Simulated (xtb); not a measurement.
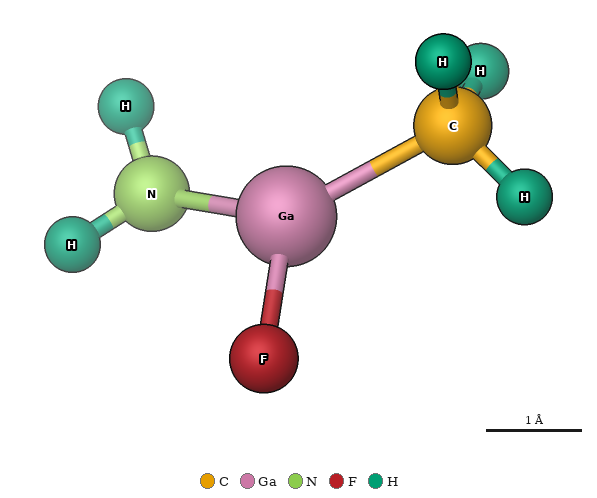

*The input geometry (ball-and-stick view, seen at a tilt). Sticks mark near contacts.*

Bond lengths as drawn: C–Ga 2.02 Å, C–H 1.09 Å, F–Ga 1.76 Å, Ga–N 1.84 Å and H–N 1.01 to 1.02 Å.

Geometry relaxation of CH5FGaN (part 1 of 3)

- system: CH5FGaN, SMILES [CH3][Ga]([NH2])[F]
- method: GFN-FF (xtb 6.7.1 later snapshot)

The geometry comes from this level: GFN2-xTB.

Input file (geom.xyz):
```
9
start
C     -0.339890     1.553620    -0.410530
Ga     0.231370    -0.382440    -0.274200
N     -0.044950    -1.738450     0.938980
F      1.087280    -1.027350    -1.673410
H     -0.541610     1.772360    -1.459160
H      0.463100     2.203270    -0.063300
H     -1.231680     1.731790     0.187090
H     -0.167300    -1.554660     1.926590
H      0.543680    -2.558140     0.827940
```

Hardware: 1 thread of Arm Neoverse V1, 24 GiB of memory available, shared host.

Command:
```bash
xtb geom.xyz --gff --ohess tight > run.log 2> xtb.err
```

Log:
```
* xtb version 6.7.1
   ID    Z sym.   atoms
    1    6 C      1
    2   31 Ga     2
    3    7 N      3
    4    9 F      4
    5    1 H      5-9

           -------------------------------------------------
          |                Calculation Setup                |
           -------------------------------------------------

          program call               : xtb geom.xyz --gff --ohess tight
          coordinate file            : geom.xyz
          omp threads                :                     1

          ==================== Thresholds ====================
          CN  :   150.00000
          rep :   500.00000
          disp:  2500.00000
          HB1 :   250.00000
          HB2 :   450.00000

          Pauling EN used:
          Z : 1  EN :  2.20
          Z : 6  EN :  2.55
          Z : 7  EN :  3.04
          Z : 9  EN :  3.98
          Z :31  EN :  1.81
          electric field strengths (au): 0.000

           -------------------------------------------------
          |           Force Field Initialization            |
           -------------------------------------------------

          distances ...
          ----------------------------------------
          generating topology and atomic info file ...
          pair mat ...
          computing topology distances matrix with Floyd-Warshall algo ...
          making topology EEQ charges ...
          #fragments for EEQ constrain: 1
          ----------------------------------------
          generating topology and atomic info file ...
          pair mat ...
          computing topology distances matrix with Floyd-Warshall algo ...
          making topology EEQ charges ...
          #fragments for EEQ constrain: 1
          rings ...
          # BATM   32
          # H in HB   5

  atom   neighbors  erfCN metchar sp-hybrid imet pi  qest     coordinates
    1  C       4    3.47   0.00         3    0    0  -0.059   -0.642299    2.935916   -0.775789
    2  Ga      3    2.77   0.03         2    1    0   0.122    0.437226   -0.722707   -0.518163
    3  N       3    2.78   0.00         2    0    0  -0.270   -0.084943   -3.285194    1.774415
    4  F       1    0.98   0.00         0    0    0  -0.272    2.054661   -1.941410   -3.162287
    5  H       1    0.97   0.00         0    0    0   0.063   -1.023495    3.349275   -2.757413
    6  H       1    0.97   0.00         0    0    0   0.063    0.875132    4.163577   -0.119620
    7  H       1    0.97   0.00         0    0    0   0.063   -2.327538    3.272609    0.353549
    8  H       1    0.98   0.00         0    0    0   0.144   -0.316151   -2.937882    3.640727
    9  H       1    0.98   0.00         0    0    0   0.144    1.027406   -4.834184    1.564580

          #atoms :   9
          #bonds :   8
          #angl  :   12
          #tors  :   11
          #nmol  :   1
          #optfrag :   1
           -------------------------------------------------
          |                   G F N - F F                   |
          |          A general generic force-field          |
          |                  Version 1.0.3                  |
           -------------------------------------------------
          Number of HB bonds (bound hydrogen)     3
          Number of HB bonds (unbound hydrogen)   2
          Number of XB bonds                      0

 E+G (total)                   0 d,  0 h,  0 min,  0.000 sec
 distance/D3 list               ...        0 min,  0.000 sec (  1.186%)
 non bonded repulsion           ...        0 min,  0.000 sec (  5.452%)
 dCN                            ...        0 min,  0.000 sec (  8.308%)
 EEQ energy and q               ...        0 min,  0.000 sec ( 12.594%)
 D3                             ...        0 min,  0.000 sec (  9.426%)
 EEQ gradient                   ...        0 min,  0.000 sec (  2.804%)
 bonds                          ...        0 min,  0.000 sec (  9.389%)
 bend and torsion               ...        0 min,  0.000 sec ( 13.369%)
 bonded ATM                     ...        0 min,  0.000 sec (  3.702%)
 HB/XB (incl list setup)        ...        0 min,  0.000 sec ( 23.319%)

         :::::::::::::::::::::::::::::::::::::::::::::::::::::
         ::                     SUMMARY                     ::
         :::::::::::::::::::::::::::::::::::::::::::::::::::::
         :: total energy              -1.193392964555 Eh    ::
         :: gradient norm              0.052386896940 Eh/a0 ::
         ::.................................................::
         :: bond energy               -1.197959086514 Eh    ::
         :: angle energy               0.002991837504 Eh    ::
         :: torsion energy             0.001435884316 Eh    ::
         :: repulsion energy           0.046071803909 Eh    ::
         :: electrostat energy        -0.043067927129 Eh    ::
         :: dispersion energy         -0.002808924183 Eh    ::
         :: HB energy                 -0.000000001206 Eh    ::
         :: XB energy                  0.000000000000 Eh    ::
         :: bonded atm energy         -0.000056551252 Eh    ::
         :: external energy            0.000000000000 Eh    ::
         :: add. restraining           0.000000000000 Eh    ::
         :: total charge              -0.000000000000 e     ::
         :::::::::::::::::::::::::::::::::::::::::::::::::::::

      -----------------------------------------------------------
     |                   =====================                   |
     |                        A N C O P T                        |
     |                   =====================                   |
     |               Approximate Normal Coordinate               |
     |                Rational Function Optimizer                |
      -----------------------------------------------------------

          ...................................................
          :                      SETUP                      :
          :.................................................:
          :   optimization level             tight          :
          :   max. optcycles                   200          :
          :   ANC micro-cycles                  20          :
          :   degrees of freedom                21          :
          :.................................................:
          :   RF solver                   davidson          :
          :   write xtbopt.log                true          :
          :   linear?                        false          :
          :   energy convergence         0.1000000E-05 Eh   :
          :   grad. convergence          0.8000000E-03 Eh/α :
          :   maximum RF displ.          1.0000000          :
          :   Hlow (freq-cutoff)         0.1000000E-01      :
          :   Hmax (freq-cutoff)         5.0000000          :
          :   S6 in model hess.         20.0000000          :
          ...................................................

generating ANC from exact Hessian ...
Using GFN-FF Lindh-Hessian
 Shifting diagonal of input Hessian by    9.8558111572706678E-003
 Lowest  eigenvalues of input Hessian
    0.000000    0.000000    0.000000    0.000000    0.000000    0.000000
    0.010000    0.011820    0.012382    0.023101    0.049799    0.063291
    0.071277    0.083177    0.165262    0.208344    0.268318    0.269457
 Highest eigenvalues
    0.938148    1.133164    1.310769    1.338312    1.563096    1.674335

........................................................................
.............................. CYCLE    1 ..............................
........................................................................
 * total energy  :    -1.1933930 Eh     change        0.0000000E+00 Eh
   gradient norm :     0.0523869 Eh/α   predicted     0.0000000E+00 (   0.00%)
   displ. norm   :     0.1319261 α      lambda       -0.3199281E-02
   maximum displ.:     0.0844183 α      in ANC's #5, #9, #4, ...

........................................................................
.............................. CYCLE    2 ..............................
........................................................................
 * total energy  :    -1.1959328 Eh     change       -0.2539803E-02 Eh
   gradient norm :     0.0347395 Eh/α   predicted    -0.1627481E-02 ( -35.92%)
   displ. norm   :     0.2114535 α      lambda       -0.3255027E-02
   maximum displ.:     0.1128272 α      in ANC's #5, #4, #9, ...

........................................................................
.............................. CYCLE    3 ..............................
........................................................................
 * total energy  :    -1.1978703 Eh     change       -0.1937518E-02 Eh
   gradient norm :     0.0151111 Eh/α   predicted    -0.1700285E-02 ( -12.24%)
   displ. norm   :     0.0972839 α      lambda       -0.5487637E-03
   maximum displ.:     0.0679739 α      in ANC's #4, #5, #8, ...

........................................................................
.............................. CYCLE    4 ..............................
........................................................................
 * total energy  :    -1.1982796 Eh     change       -0.4093331E-03 Eh
   gradient norm :     0.0102676 Eh/α   predicted    -0.2769786E-03 ( -32.33%)
   displ. norm   :     0.1273989 α      lambda       -0.4633541E-03
   maximum displ.:     0.1046457 α      in ANC's #4, #8, #5, ...

........................................................................
.............................. CYCLE    5 ..............................
........................................................................
 * total energy  :    -1.1985810 Eh     change       -0.3013885E-03 Eh
   gradient norm :     0.0063827 Eh/α   predicted    -0.2354382E-03 ( -21.88%)
   displ. norm   :     0.0993716 α      lambda       -0.1664252E-03
   maximum displ.:     0.0827139 α      in ANC's #4, #5, #3, ...

........................................................................
.............................. CYCLE    6 ..............................
........................................................................
 * total energy  :    -1.1987053 Eh     change       -0.1243132E-03 Eh
   gradient norm :     0.0047573 Eh/α   predicted    -0.8403529E-04 ( -32.40%)
   displ. norm   :     0.1499389 α      lambda       -0.1680919E-03
   maximum displ.:     0.1188572 α      in ANC's #4, #5, #3, ...

........................................................................
.............................. CYCLE    7 ..............................
........................................................................
 * total energy  :    -1.1988265 Eh     change       -0.1211849E-03 Eh
   gradient norm :     0.0039871 Eh/α   predicted    -0.8593695E-04 ( -29.09%)
   displ. norm   :     0.1675354 α      lambda       -0.1305496E-03
   maximum displ.:     0.1290262 α      in ANC's #4, #5, #3, ...

........................................................................
.............................. CYCLE    8 ..............................
........................................................................
 * total energy  :    -1.1989213 Eh     change       -0.9475896E-04 Eh
   gradient norm :     0.0043262 Eh/α   predicted    -0.6710703E-04 ( -29.18%)
   displ. norm   :     0.1627938 α      lambda       -0.1033666E-03
   maximum displ.:     0.1224427 α      in ANC's #4, #5, #3, ...

........................................................................
.............................. CYCLE    9 ..............................
........................................................................
 * total energy  :    -1.1989892 Eh     change       -0.6791690E-04 Eh
   gradient norm :     0.0042612 Eh/α   predicted    -0.5305165E-04 ( -21.89%)
   displ. norm   :     0.0960925 α      lambda       -0.5353201E-04
   maximum displ.:     0.0757593 α      in ANC's #4, #5, #3, ...

........................................................................
.............................. CYCLE   10 ..............................
........................................................................
 * total energy  :    -1.1990124 Eh     change       -0.2326591E-04 Eh
   gradient norm :     0.0049363 Eh/α   predicted    -0.2701356E-04 (  16.11%)
   displ. norm   :     0.0350918 α      lambda       -0.4085352E-04
   maximum displ.:     0.0268540 α      in ANC's #2, #3, #4, ...

........................................................................
.............................. CYCLE   11 ..............................
........................................................................
 * total energy  :    -1.1990225 Eh     change       -0.1009727E-04 Eh
   gradient norm :     0.0024143 Eh/α   predicted    -0.2045406E-04 ( 102.57%)
   displ. norm   :     0.0164815 α      lambda       -0.1212585E-04
   maximum displ.:     0.0088921 α      in ANC's #2, #5, #3, ...

........................................................................
.............................. CYCLE   12 ..............................
........................................................................
 * total energy  :    -1.1990296 Eh     change       -0.7050996E-05 Eh
   gradient norm :     0.0005014 Eh/α   predicted    -0.6064131E-05 ( -14.00%)
   displ. norm   :     0.0150295 α      lambda       -0.1536570E-05
   maximum displ.:     0.0081120 α      in ANC's #4, #5, #3, ...

........................................................................
.............................. CYCLE   13 ..............................
........................................................................
 * total energy  :    -1.1990308 Eh     change       -0.1225531E-05 Eh
   gradient norm :     0.0009386 Eh/α   predicted    -0.7679797E-06 ( -37.33%)
   displ. norm   :     0.0064996 α      lambda       -0.7035732E-06
   maximum displ.:     0.0037145 α      in ANC's #4, #8, #3, ...

........................................................................
.............................. CYCLE   14 ..............................
........................................................................
 * total energy  :    -1.1990316 Eh     change       -0.7990829E-06 Eh
   gradient norm :     0.0006707 Eh/α   predicted    -0.3521051E-06 ( -55.94%)
   displ. norm   :     0.0144254 α      lambda       -0.1465113E-05
   maximum displ.:     0.0099507 α      in ANC's #2, #1, #10, ...

   *** GEOMETRY OPTIMIZATION CONVERGED AFTER 14 ITERATIONS ***

------------------------------------------------------------------------
 total energy gain   :        -0.0056387 Eh       -3.5383 kcal/mol
 total RMSD          :         0.3663961 a0        0.1939 Å
 total power (kW/mol):        -1.0574492 (step)-6633.7353 (real)
------------------------------------------------------------------------
```
